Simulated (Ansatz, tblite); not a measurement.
# B6P6 zinc blende bond rod (B₆P₆H₂₂): spin states and exact exchange

Is the singlet the ground state of B6P6 zinc blende bond rod (B₆P₆H₂₂)? Other spin states are computed and compared level by level.

Method: as each input shows; program: Ansatz 0.2.0, Gaussian basis.

Plan: triplet, at the geometry of the singlet (GFN1-xTB, GFN2-xTB, PBE0-D4/def2-SVP, PBE-D4/def2-SVP); the singlet's energies come from earlier runs.

6 further runs of the same task are left out: 4 that didn't finish, 2 set aside as unsound or not needed.

**1. The geometry**

The singlet was relaxed beforehand with r2SCAN-D4/def2-SVP.

34 atoms, charge 0, spin multiplicity 1.

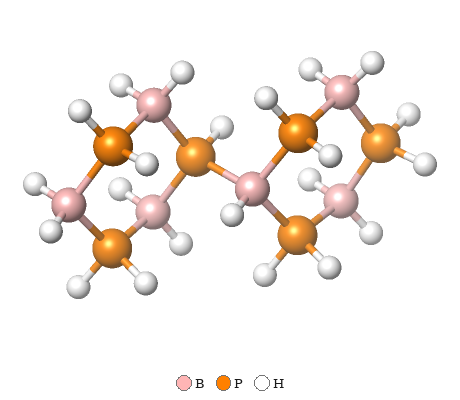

The structure; boron pink, phosphorus orange, hydrogen white.

**2. Triplet at the fixed geometry, GFN1-xTB**

Tight binding, by tblite at 300 K electronic temperature and without a spin-polarisation term:

```python
tblite.interface.Calculator('GFN1-xTB', numbers, positions, charge=0, uhf=2).singlepoint()
```

Energy -974.5885 eV; 0.065 s.

**3. Triplet at the fixed geometry, GFN2-xTB**

Tight binding, by tblite at 300 K electronic temperature and without a spin-polarisation term:

```python
tblite.interface.Calculator('GFN2-xTB', numbers, positions, charge=0, uhf=2).singlepoint()
```

Energy -916.1774 eV; 0.047 s.

**4. Triplet at the fixed geometry, PBE0-D4/def2-SVP**

File in.yaml:

```yaml
crystal:
  periodic: [false, false, false]
  atoms:
    - {symbol: B, position_ang: [-1.759732, 0.611913, -2.990344]}
    - {symbol: B, position_ang: [-1.733228, 0.593153, 1.737500]}
    - {symbol: B, position_ang: [0.614568, -1.754900, -2.993829]}
    - {symbol: B, position_ang: [0.601182, -1.732908, 1.736430]}
    - {symbol: B, position_ang: [0.528228, 0.529443, -0.571038]}
    - {symbol: B, position_ang: [0.659552, 0.659285, 4.067849]}
    - {symbol: P, position_ang: [-0.599906, -0.597454, -3.983612]}
    - {symbol: P, position_ang: [-0.540384, -0.543666, 0.678080]}
    - {symbol: P, position_ang: [-0.646515, 1.581757, -1.722865]}
    - {symbol: P, position_ang: [-0.602092, 1.624401, 2.940511]}
    - {symbol: P, position_ang: [1.582512, -0.640817, -1.725634]}
    - {symbol: P, position_ang: [1.628621, -0.598825, 2.939937]}
    - {symbol: H, position_ang: [-2.492458, -0.092411, -2.318688]}
    - {symbol: H, position_ang: [-2.336101, 1.379900, -3.733715]}
    - {symbol: H, position_ang: [-2.398387, -0.139567, 2.447887]}
    - {symbol: H, position_ang: [-2.396845, 1.334993, 1.034686]}
    - {symbol: H, position_ang: [-0.086542, -2.491075, -2.322562]}
    - {symbol: H, position_ang: [1.383474, -2.327540, -3.739139]}
    - {symbol: H, position_ang: [-0.128922, -2.401251, 2.446534]}
    - {symbol: H, position_ang: [1.345328, -2.393295, 1.033001]}
    - {symbol: H, position_ang: [1.264474, 1.267028, 0.058657]}
    - {symbol: H, position_ang: [-0.026345, -0.029029, 4.804232]}
    - {symbol: H, position_ang: [1.415251, 1.417344, 4.644028]}
    - {symbol: H, position_ang: [-1.407356, -1.406290, -4.819826]}
    - {symbol: H, position_ang: [0.116295, 0.122539, -4.978010]}
    - {symbol: H, position_ang: [-1.370594, -1.376492, -0.116906]}
    - {symbol: H, position_ang: [-1.457408, 2.405808, -0.907076]}
    - {symbol: H, position_ang: [0.130367, 2.573207, -2.381957]}
    - {symbol: H, position_ang: [-1.422195, 2.417923, 3.781373]}
    - {symbol: H, position_ang: [0.063009, 2.664603, 2.235322]}
    - {symbol: H, position_ang: [2.409482, -1.450718, -0.911819]}
    - {symbol: H, position_ang: [2.571255, 0.139684, -2.384509]}
    - {symbol: H, position_ang: [2.424787, -1.416704, 3.780464]}
    - {symbol: H, position_ang: [2.666657, 0.069953, 2.235050]}
basis:
  gaussian: {orbitals: def2-SVP}
magnetization: {spin_polarized: true, initial_magnetization: 2}
hamiltonian: {xc: pbe0, dispersion: d4}
scf: {omitted_lower_state_checks: [starts]}
output: {orbitals: {seedname: orbitals}}
```

Started as:

```bash
ansatz run in.yaml --threads 4 --pin off --events-out ev --progress --plain --max-ram 6963MiB
```

What it wrote:

```text
Functional definition: PBE0
  name "PBE0"
  cite "Adamo & Barone, J. Chem. Phys. 110, 6158 (1999) doi:10.1063/1.478522"
  cite "Perdew, Burke & Ernzerhof, Phys. Rev. Lett. 77, 3865 (1996) doi:10.1103/PhysRevLett.77.3865"
  parent pbe
  parameter a = 0.25
  parameter kappa = 0.804
  parameter beta = 0.06672455060314922
  exchange = (1 - a)*pbe_x(kappa = kappa, mu = beta*pi^2/3) + a*exact_x
  correlation = pbe_c(beta = beta)
these checks for a lower state are left out or cut short: starts
2965 factors; integrals over basis functions are off by at most 1.0e-3 eV
mean field evaluation 1: about -60090.4929 eV, gradient 3.5e1 eV
mean field evaluation 2: about -60090.2234 eV, gradient 3.5e1 eV
mean field evaluation 4: about -60098.6375 eV, gradient 6.6e0 eV
mean field evaluation 8: about -60099.4304 eV, gradient 8.5e-1 eV
mean field evaluation 16: about -60099.4404 eV, gradient 7.6e-2 eV
mean field evaluation 32: about -60099.4411 eV, gradient 1.2e-4 eV
mean field -60099.44112137 eV, -2208.6137243460 hartree, gradient 8.5e-6 eV, S^2 2.005789; 0 other end points of the search recorded, 0 dependent functions left out
reference -60099.44117332 eV, -2208.6137262553 hartree; 72, 70 occupied and 230, 232 virtual orbitals, 2965 factors
Total energy: -60100.81539112 eV, -2208.6642278278 hartree
Checks for a lower state left out: starts
```

Wall time 62 s (4 threads of Arm Neoverse V1, shared host); peak memory 2.1 GiB.

Report: HOMO -1.78 eV, LUMO -6.66 eV (over both spins; with the spin held, an empty level of the minority spin lies below the top filled one); ⟨S²⟩ 2.006 (pure: 2.00).

**5. Triplet at the fixed geometry, PBE-D4/def2-SVP**

start.molden holds the orbitals of an earlier run on this state, given as this run's starting guess.

in.yaml, as its differences from that of step 4:

```diff
@@ -38,5 +38,5 @@
 basis:
-  gaussian: {orbitals: def2-SVP}
+  gaussian: {orbitals: def2-SVP, initial_orbitals: start.molden}
 magnetization: {spin_polarized: true, initial_magnetization: 2}
-hamiltonian: {xc: pbe0, dispersion: d4}
+hamiltonian: {xc: pbe, dispersion: d4}
 scf: {omitted_lower_state_checks: [starts]}
```

Same command.

What it wrote:

```text
Functional definition: PBE
  name "PBE"
  cite "Perdew, Burke & Ernzerhof, Phys. Rev. Lett. 77, 3865 (1996) doi:10.1103/PhysRevLett.77.3865"
  parent pbe
  parameter kappa = 0.804
  parameter beta = 0.06672455060314922
  exchange = pbe_x(kappa = kappa, mu = beta*pi^2/3)
  correlation = pbe_c(beta = beta)
these checks for a lower state are left out or cut short: starts
3442 factors; their error is unknown
mean field evaluation 1: about -60092.7623 eV, gradient 7.1e0 eV
mean field evaluation 2: about -60092.9733 eV, gradient 2.8e-1 eV
mean field evaluation 4: about -60092.9175 eV, gradient 8.0e-2 eV
mean field evaluation 8: about -60092.9176 eV, gradient 2.7e-5 eV
mean field -60092.91761757 eV, -2208.3739900033 hartree, gradient 8.7e-6 eV, S^2 2.002170; 0 other end points of the search recorded, 0 dependent functions left out
reference -60092.91768711 eV, -2208.3739925588 hartree; 72, 70 occupied and 230, 232 virtual orbitals, 3442 factors
Total energy: -60094.48112295 eV, -2208.4314477661 hartree
Checks for a lower state left out: starts
```

Wall time 29 s (4 threads of Arm Neoverse V1, shared host); peak memory 0.91 GiB.

From the report: HOMO -1.46 eV, LUMO -6.74 eV (over both spins; with the spin held, an empty level of the minority spin lies below the top filled one); ⟨S²⟩ 2.002 (pure: 2.00).

**6. Triplet less singlet, vertical**

The singlet's energies are those of its earlier runs, whose logs aren't repeated here.

| level | triplet less singlet, vertical (kJ/mol) | time |
| --- | --- | --- |
| GFN1-xTB | +548.4 | 0.11 s |
| GFN2-xTB | +467.6 | 0.08 s |
| PBE-D4/def2-SVP | +503.2 | 41 s |
| PBE0-D4/def2-SVP | +577.9 | 86 s |

Times add the two runs; a level without a time comes out of a correlated run. Tight binding without a spin term can't rank spin states.

**7. Summary of results**

```
                                               quantity                                       value
triplet less singlet, vertical, functionals in def2-SVP  +503.2 (PBE-D4) to +577.9 kJ/mol (PBE0-D4)
```

What this shows: All functionals put the triplet above the singlet, over a spread of 74.7 kJ/mol. The checks for a lower triplet were left out, so another state of that spin may lie lower. These are electronic energies, without zero-point motion, entropy or surroundings.
